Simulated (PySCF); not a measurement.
# C₃H₉BO₃: NMR shifts at several levels of theory, part 2 of 2

PySCF 2.14.0. Atoms count from 0.

## Step 6: Nuclear shieldings: HF/pcSseg-1

Job settings and geometry (Å):

```
{"job": {"kind": "nmr", "xc": "HF", "basis": "pcSseg-1", "pop": false}, "charge": 0, "multiplicity": 1}
C     -0.439896     2.429851    -0.137846
O      0.375452     1.316936     0.115581
B     -0.147485     0.061618     0.154814
O      0.663574    -1.005552     0.391151
C      2.040958    -0.823002     0.587457
O     -1.479638    -0.129768    -0.046207
C     -2.021855    -1.423604    -0.028236
H     -1.086151     2.272173    -1.016337
H     -1.090600     2.657363     0.723063
H      0.208517     3.298466    -0.323725
H      2.246450    -0.180282     1.459313
H      2.498551    -1.807937     0.759237
H      2.519219    -0.358962    -0.290911
H     -3.100485    -1.348490    -0.227953
H     -1.563217    -2.067629    -0.796526
H     -1.876102    -1.912220     0.949281
```

With the program's defaults for keys left out, this is: GIAO HF/pcSseg-1 NMR shielding, non-relativistic, gas phase.

What it wrote:

```text
final grid: 126808 points
cycle   1  E = -368.0638414137  dE =  1.321e+00  |g| = 7.765e-01  |ddm| = 3.139e+00
cycle   2  E = -368.1733949535  dE = -1.096e-01  |g| = 3.921e-01  |ddm| = 5.811e-01
cycle   3  E = -368.1991980043  dE = -2.580e-02  |g| = 6.796e-02  |ddm| = 2.122e-01
cycle   4  E = -368.2003946614  dE = -1.197e-03  |g| = 1.236e-02  |ddm| = 6.172e-02
cycle   5  E = -368.2004398325  dE = -4.517e-05  |g| = 2.513e-03  |ddm| = 1.370e-02
cycle   6  E = -368.2004421570  dE = -2.325e-06  |g| = 6.332e-04  |ddm| = 3.593e-03
cycle   7  E = -368.2004423147  dE = -1.577e-07  |g| = 1.737e-04  |ddm| = 9.876e-04
cycle   8  E = -368.2004423278  dE = -1.310e-08  |g| = 3.769e-05  |ddm| = 3.017e-04
cycle   9  E = -368.2004423286  dE = -7.747e-10  |g| = 7.339e-06  |ddm| = 7.100e-05
converged SCF energy = -368.2004423286

GIAO shielding tensors (ppm)
atom      isotropic    diamagn.    paramagn.     s11        s22        s33       span
  0 C      142.786     238.782     -95.996    120.774    122.516    185.069     64.295
  1 O      301.053     399.157     -98.104    205.903    337.026    360.230    154.327
  2 B       94.920     198.532    -103.612     92.897     95.830     96.034      3.138
  3 O      300.828     398.816     -97.988    205.884    337.063    359.539    153.655
  4 C      142.653     239.462     -96.809    121.347    121.961    184.650     63.304
  5 O      301.090     398.485     -97.396    205.285    337.792    360.192    154.907
  6 C      142.653     239.161     -96.507    121.387    121.951    184.623     63.236
  7 H       28.258      29.361      -1.103     23.899     26.899     33.975     10.077
  8 H       28.413      28.804      -0.391     24.367     26.023     34.849     10.482
  9 H       28.321      27.987       0.334     23.794     26.274     34.894     11.100
 10 H       28.354      29.355      -1.001     24.206     26.399     34.456     10.250
 11 H       28.318      28.194       0.124     23.799     26.285     34.870     11.072
 12 H       28.372      29.609      -1.236     24.243     26.406     34.469     10.226
 13 H       28.322      27.930       0.392     23.804     26.290     34.873     11.070
 14 H       28.373      29.456      -1.083     24.220     26.454     34.446     10.226
 15 H       28.361      29.177      -0.816     24.238     26.366     34.478     10.240
```

Run time: 7.4 s. Hardware: 1 thread, shared host.

In short: δ C0 48.2, O1 32.3, B2 20.4, H7 3.34 ppm (means over like atoms).

## Step 7: Shielding tensors: KT2/pcSseg-1

Same as in step 6 but for these lines:

```diff
@@ -1,2 +1,2 @@
-{"job": {"kind": "nmr", "xc": "HF", "basis": "pcSseg-1", "pop": false}, "charge": 0, "multiplicity": 1}
+{"job": {"kind": "nmr", "xc": "KT2", "basis": "pcSseg-1", "pop": false}, "charge": 0, "multiplicity": 1}
 C     -0.439896     2.429851    -0.137846
```

Method: GIAO KT2/pcSseg-1 NMR shielding, non-relativistic, gas phase.

What it wrote:

```text
coarse grid: 13184 points
cycle   1  E = -375.7752679250  dE =  8.376e-01  |g| = 1.104e+00  |ddm| = 3.280e+00
cycle   2  E = -375.2725343065  dE =  5.027e-01  |g| = 1.939e+00  |ddm| = 2.303e+00
cycle   3  E = -375.9958034737  dE = -7.233e-01  |g| = 1.113e-01  |ddm| = 1.688e+00
cycle   4  E = -375.9978646355  dE = -2.061e-03  |g| = 5.546e-02  |ddm| = 1.026e-01
cycle   5  E = -375.9985999408  dE = -7.353e-04  |g| = 1.278e-02  |ddm| = 4.530e-02
cycle   6  E = -375.9986351344  dE = -3.519e-05  |g| = 1.804e-03  |ddm| = 8.567e-03
cycle   7  E = -375.9986356883  dE = -5.539e-07  |g| = 1.017e-03  |ddm| = 2.487e-03
final grid: 126808 points
cycle   8  E = -376.1115941924  dE = -2.431e-04  |g| = 1.399e-02  |ddm| = 3.950e-02
cycle   9  E = -376.1115471833  dE =  4.701e-05  |g| = 2.037e-02  |ddm| = 2.597e-02
cycle  10  E = -376.1116350272  dE = -8.784e-05  |g| = 2.735e-03  |ddm| = 1.586e-02
cycle  11  E = -376.1116363997  dE = -1.372e-06  |g| = 5.741e-04  |ddm| = 1.749e-03
cycle  12  E = -376.1116364568  dE = -5.709e-08  |g| = 2.853e-04  |ddm| = 4.932e-04
cycle  13  E = -376.1116364718  dE = -1.501e-08  |g| = 6.708e-05  |ddm| = 2.031e-04
cycle  14  E = -376.1116364726  dE = -7.781e-10  |g| = 1.813e-05  |ddm| = 5.600e-05
converged SCF energy = -376.1116364726

GIAO shielding tensors (ppm)
atom      isotropic    diamagn.    paramagn.     s11        s22        s33       span
  0 C      130.364     243.552    -113.188    103.272    106.617    181.202     77.930
  1 O      264.207     398.384    -134.177    163.813    297.710    331.099    167.286
  2 B       85.124     203.214    -118.089     83.409     85.848     86.116      2.707
  3 O      264.012     397.942    -133.929    163.835    297.739    330.462    166.626
  4 C      130.305     244.148    -113.843    103.908    106.054    180.952     77.045
  5 O      264.409     397.762    -133.353    163.104    298.869    331.254    168.150
  6 C      130.303     243.851    -113.548    103.944    106.037    180.929     76.984
  7 H       27.478      29.788      -2.311     23.550     25.737     33.146      9.596
  8 H       27.652      28.926      -1.274     23.935     25.153     33.869      9.934
  9 H       27.715      27.968      -0.253     23.697     25.768     33.681      9.985
 10 H       27.582      29.567      -1.986     23.804     25.389     33.552      9.748
 11 H       27.719      28.151      -0.432     23.722     25.785     33.649      9.928
 12 H       27.601      30.003      -2.402     23.856     25.390     33.558      9.702
 13 H       27.723      27.809      -0.086     23.724     25.789     33.655      9.932
 14 H       27.600      29.882      -2.283     23.827     25.426     33.547      9.720
 15 H       27.593      29.411      -1.819     23.846     25.368     33.564      9.718
```

Wall time 24 s (1 thread, shared host).

In short: δ C0 52.9, O1 66.4, B2 14.8, H7 3.55 ppm (means over like atoms).

## Step 8: NMR shieldings: BLYP/pcSseg-1

Same as in step 7 but for these lines:

```diff
@@ -1,2 +1,2 @@
-{"job": {"kind": "nmr", "xc": "KT2", "basis": "pcSseg-1", "pop": false}, "charge": 0, "multiplicity": 1}
+{"job": {"kind": "nmr", "xc": "BLYP", "basis": "pcSseg-1", "pop": false}, "charge": 0, "multiplicity": 1}
 C     -0.439896     2.429851    -0.137846
```

Level: GIAO BLYP/pcSseg-1 NMR shielding, non-relativistic, gas phase.

What it wrote:

```text
coarse grid: 13184 points
cycle   1  E = -369.8925349913  dE =  7.938e-01  |g| = 1.158e+00  |ddm| = 3.308e+00
cycle   2  E = -369.2679166154  dE =  6.246e-01  |g| = 2.149e+00  |ddm| = 2.600e+00
cycle   3  E = -370.1253165862  dE = -8.574e-01  |g| = 1.463e-01  |ddm| = 1.974e+00
cycle   4  E = -370.1283913989  dE = -3.075e-03  |g| = 7.706e-02  |ddm| = 1.256e-01
cycle   5  E = -370.1297931106  dE = -1.402e-03  |g| = 1.560e-02  |ddm| = 6.207e-02
cycle   6  E = -370.1298435528  dE = -5.044e-05  |g| = 2.316e-03  |ddm| = 1.033e-02
cycle   7  E = -370.1298446296  dE = -1.077e-06  |g| = 1.076e-03  |ddm| = 2.777e-03
final grid: 126808 points
cycle   8  E = -370.2319009916  dE = -5.344e-05  |g| = 1.138e-02  |ddm| = 2.384e-02
cycle   9  E = -370.2318542844  dE =  4.671e-05  |g| = 1.898e-02  |ddm| = 1.757e-02
cycle  10  E = -370.2319281744  dE = -7.389e-05  |g| = 2.091e-03  |ddm| = 1.096e-02
cycle  11  E = -370.2319290069  dE = -8.324e-07  |g| = 2.835e-04  |ddm| = 1.548e-03
cycle  12  E = -370.2319290174  dE = -1.051e-08  |g| = 1.851e-04  |ddm| = 3.267e-04
cycle  13  E = -370.2319290233  dE = -5.917e-09  |g| = 4.338e-05  |ddm| = 1.331e-04
cycle  14  E = -370.2319290236  dE = -3.531e-10  |g| = 6.583e-06  |ddm| = 2.964e-05
converged SCF energy = -370.2319290236

GIAO shielding tensors (ppm)
atom      isotropic    diamagn.    paramagn.     s11        s22        s33       span
  0 C      121.077     241.115    -120.038     93.627     96.665    172.940     79.313
  1 O      255.707     398.490    -142.783    153.448    285.758    327.915    174.467
  2 B       76.974     202.185    -125.211     76.293     76.555     78.074      1.781
  3 O      255.475     398.058    -142.583    153.535    285.693    327.196    173.661
  4 C      120.964     241.682    -120.718     94.290     96.017    172.585     78.296
  5 O      255.934     397.879    -141.945    152.812    287.009    327.980    175.169
  6 C      120.962     241.366    -120.404     94.328     96.000    172.559     78.231
  7 H       27.610      29.733      -2.124     23.823     25.878     33.128      9.305
  8 H       27.794      28.911      -1.116     24.223     25.304     33.856      9.632
  9 H       27.854      28.003      -0.149     23.871     26.055     33.635      9.764
 10 H       27.719      29.529      -1.810     24.086     25.535     33.535      9.449
 11 H       27.857      28.183      -0.326     23.896     26.076     33.601      9.705
 12 H       27.740      29.957      -2.217     24.142     25.535     33.542      9.400
 13 H       27.861      27.841       0.020     23.897     26.080     33.607      9.710
 14 H       27.737      29.829      -2.092     24.111     25.569     33.531      9.420
 15 H       27.730      29.368      -1.638     24.128     25.514     33.546      9.417
```

Wall time 24 s (1 thread, shared host).

In short: δ C0 54.3, O1 78.0, B2 15.9, H7 3.59 ppm (means over like atoms).

## Step 9: Run by run: NMR shifts

Shifts (ppm), means over like atoms, with basis size and wall time (the measured row can stand on another reference than the computed rows):

```tsv
run	C0	H7	O1	B2	functions	time
WP04/pcSseg-1	54.3	3.35	57.1	17.6	164	16 s
B97-2/pcSseg-1	52.2	3.47	59.6	17.0	164	16 s
mPW1PW91/pcSseg-1	52.4	3.48	61.9	17.4	164	16 s
HF/pcSseg-1	48.2	3.34	32.3	20.4	164	7.4 s
KT2/pcSseg-1	52.9	3.55	66.4	14.8	164	24 s
BLYP/pcSseg-1	54.3	3.59	78.0	15.9	164	24 s
measured	–	–	–	19.0	–	–
```

Measured: solution, CDCl3; H. S. Rzepa et al., J. Org. Chem. 2018, An accessible method for DFT calculation of 11B NMR shifts.

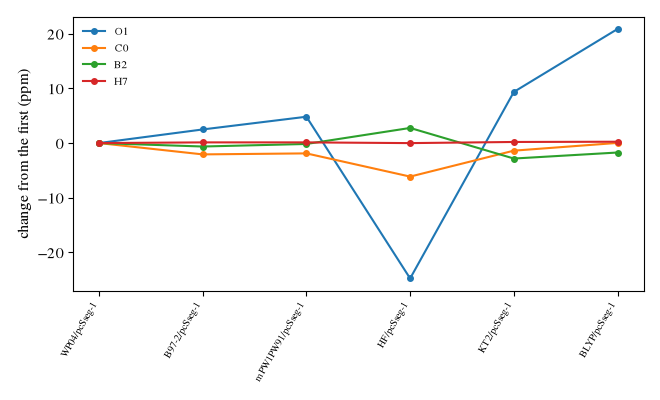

How the tabulated atoms move from run to run.

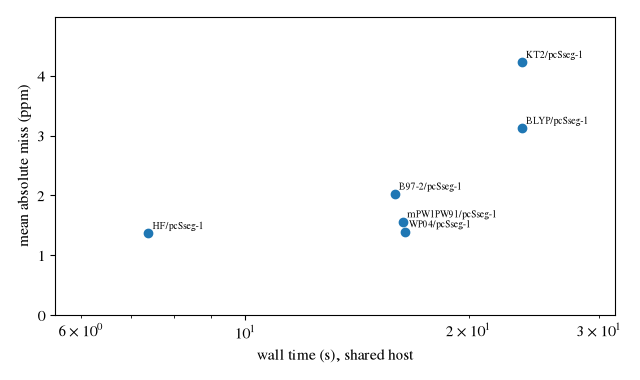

Cost against miss for the one measured 11B shift.

## Step 10: Outcome

This closing draws on all 2 parts.

| quantity | value |
| --- | --- |
| point group | C1 |
| rotational constants (main isotopes) | 2.67, 2.66, 1.37 GHz |
| 13C shifts against TMS (WP04/pcSseg-1, means over atoms taken as alike) | 54.3 ppm |
| 1H shifts against TMS (WP04/pcSseg-1, means over atoms taken as alike) | 3.35 ppm |
| 17O shifts against H2O (WP04/pcSseg-1, means over atoms taken as alike) | 57.1 ppm |
| 11B shifts against BF3·OEt2 (WP04/pcSseg-1) | 17.6 ppm |
| measured, and computed on the same scale | B2 δ 19.0, 17.6 ppm |
| range of the shift of O1 | 32.3 to 78.0 ppm |

**Reading.** Single values in the summary come from the first run of each kind that ended normally (WP04/pcSseg-1), which need not be the best level. Relaxing lowered the energy by 0.031 eV in 4 steps; the close pair that moved most is C0–H7, from 1.091 to 1.102 Å. At WP04/pcSseg-1: Shielding is most anisotropic at O1, O3, O5 (span 153 ppm, paramagnetic term -140 ppm). The one measured 11B shift is missed by -1.4 ppm (computed less measured, unscaled). Vibration, temperature and solvent are missing from the calculation, and it holds one conformer, so part of the miss against the measured shifts is not the functional's. In ppm, O1 (with its like atoms) moves most: its shift spreads over 45.6 ppm, from 32.3 (HF/pcSseg-1) to 78.0 (BLYP/pcSseg-1). For the one measured 11B shift, HF/pcSseg-1 misses least (1.4 ppm, 7.4 s) and KT2/pcSseg-1 most (4.2 ppm, 24 s). One molecule ranks no method: errors cancel, and vibration and temperature are missing from all runs.
